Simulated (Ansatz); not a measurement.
TiSiB4 (space group P6/mmm, No. 191): the end point of a relaxation with DFT PBEsol, scalar-relativistic, plane waves, PAW in Ansatz 0.2.0; the starting structure was generated, so it need not be a known form of this composition.

```cif
data_structure
_symmetry_space_group_name_H-M 'P6/mmm'
_symmetry_Int_Tables_number 191
_cell_length_a 2.9847
_cell_length_b 2.9847
_cell_length_c 6.7929
_cell_angle_alpha 90.000
_cell_angle_beta 90.000
_cell_angle_gamma 120.000
_cell_volume 52.41
loop_
_atom_site_label
_atom_site_type_symbol
_atom_site_symmetry_multiplicity
_atom_site_Wyckoff_symbol
_atom_site_fract_x
_atom_site_fract_y
_atom_site_fract_z
_atom_site_occupancy
Ti1 Ti 1 a 0.00000 0.00000 0.00000 1
Si1 Si 1 b 0.00000 0.00000 0.50000 1
B1 B 4 h 0.33333 0.66667 0.75962 1
```

Describe the stacking along c, with columns A (0, 0), B (1/3, 2/3), C (2/3, 1/3) of the hexagonal mesh.

Ti(A) – B(B)+B(C) – Si(A) – B(B)+B(C) (four layers in 6.79 Å).

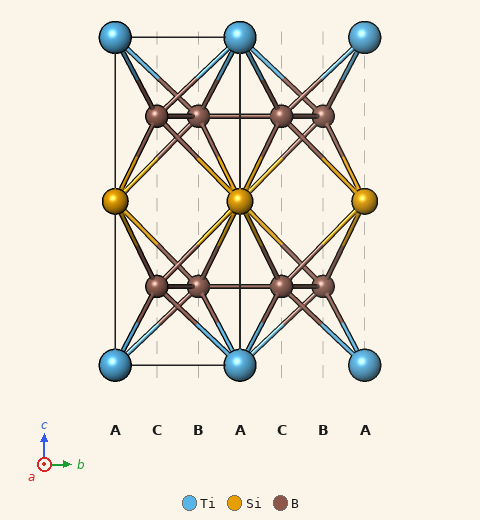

Projection along an edge of the hexagonal mesh, stacking direction c upwards. The dashed lines mark the three columns A (0, 0), B (1/3, 2/3) and C (2/3, 1/3). The sequence starts with the first layer at or above the cell's origin.
